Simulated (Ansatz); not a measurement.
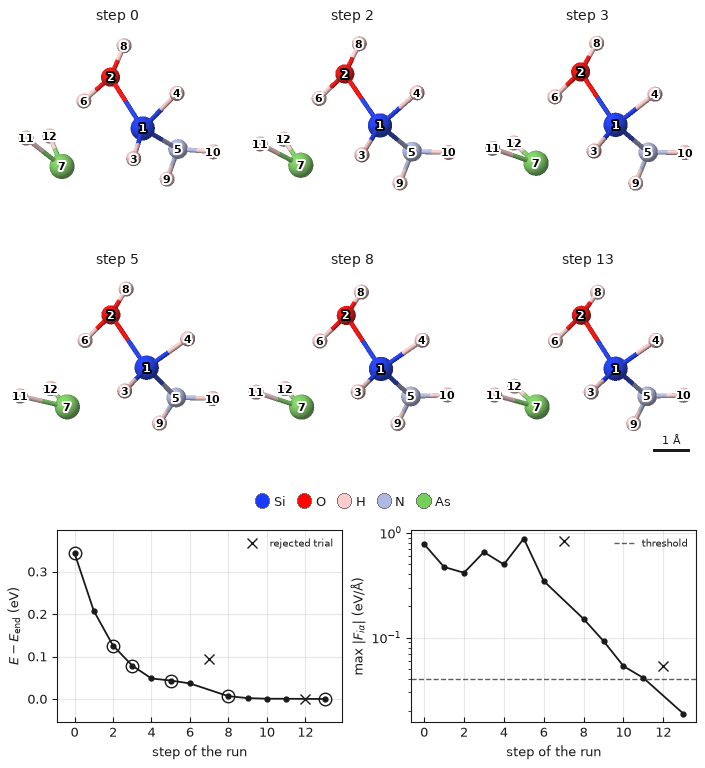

Frames of a constrained relaxation of SiAsNH8O, marked on the history of the run. Style: ball-and-stick. Shown at a tilt.

The reaction that was planned forms Si1–As7, O2–H6 and breaks Si1–O2, H6–As7 (atoms numbered from 1 in input order).

Theory: RKS PBE0-D4/def2-SVP in Ansatz. Settings: held fixed: the distance between atoms 1 (Si) and 7 (As), the distance between atoms 2 (O) and 6 (H), the distance between atoms 1 (Si) and 2 (O), the distance between atoms 6 (H) and 7 (As), counting from 1; force threshold 0.04 eV/Å; at most 150 steps.

Q: Describe the path.

A: Over 11 accepted moves (13 points after the start) the energy falls by 0.344 eV. The largest force component goes from 0.78 to 0.019 eV/Å. The line search rejected the trial steps at points 7, 12 of the run. H3 moves most after the best rigid fit: 0.46 Å. Largest moves by element: H 0.46 Å, O 0.30 Å, As 0.21 Å, Si 0.13 Å, N 0.11 Å. Among the contacts that change: O2–As7 2.855 → 2.932 Å, Si1–N5 1.736 → 1.711 Å, Si1–H4 1.495 → 1.509 Å, As7–H11 1.511 → 1.521 Å. Among the angles between lasting bonds that change: O2–Si1–H3 131.9° → 107.7°, H6–O2–H8 132.2° → 116.4°, O2–Si1–N5 104.6° → 117.3°. From step 0 to 2: H3 moves most (0.22 Å), energy −0.218 eV. From step 2 to 3: H12 moves most (0.19 Å), energy −0.047 eV. From step 3 to 5: H9 moves most (0.21 Å), energy −0.035 eV. From step 5 to 8: H8 moves most (0.13 Å), energy −0.037 eV. From step 8 to 13: H12 moves most (0.17 Å), energy −0.007 eV.

```tsv
step	E − E(0), eV	largest force component, eV/Å	note
0	0.0000	0.7782	
1	-0.1358	0.4716	
2	-0.2177	0.4151	
3	-0.2649	0.6536	
4	-0.2952	0.4983	
5	-0.3000	0.8791	
6	-0.3068	0.3462	
7	-0.2487	0.8369	rejected
8	-0.3369	0.1508	
9	-0.3414	0.0927	
10	-0.3429	0.0535	
11	-0.3429	0.0412	
12	-0.3428	0.0536	rejected
13	-0.3435	0.0189
```
